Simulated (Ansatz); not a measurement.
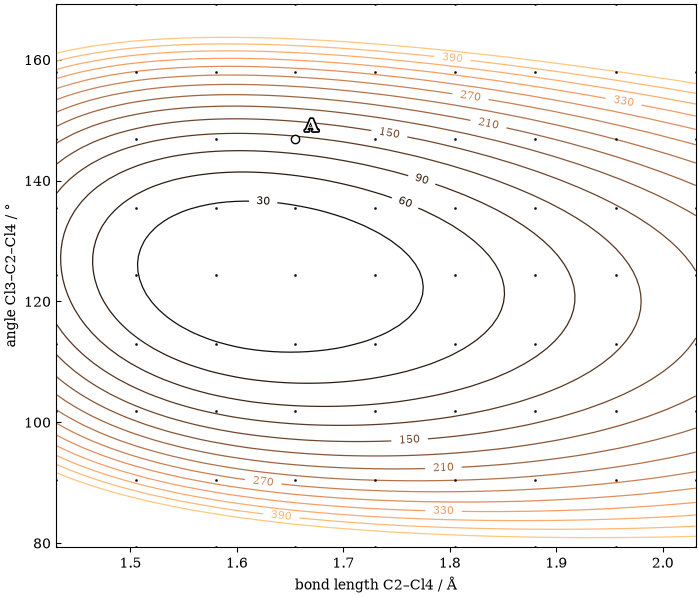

CCl₂F, SMILES F[C+](Cl)Cl, charge +1. Coordinates scanned: (1) bond length C2–Cl4; (2) angle Cl3–C2–Cl4. Nothing is relaxed (all other coordinates rigid). The grid has 9 × 9 points. Energies are in kJ/mol, from the relaxed molecule at the same level. The restricted reference is unstable at some or all points, so the energies there are unreliable. Computed with Ansatz 0.2.0, RHF-MP2, frozen core/def2-TZVP.

Drawn: contour lines labelled in kJ/mol (none above 420), dots at the grid points, the point A. Between grid points the surface is interpolated.

Is A at rest? If not, where is it pushed?

Answer. A, at bond length C2–Cl4 = 1.655 Å, angle Cl3–C2–Cl4 = 146.8°, is not a stationary point. The computed force is 178 kJ/mol for each Å towards smaller values of bond length C2–Cl4 and 11 kJ/mol for each degree towards smaller values of angle Cl3–C2–Cl4.
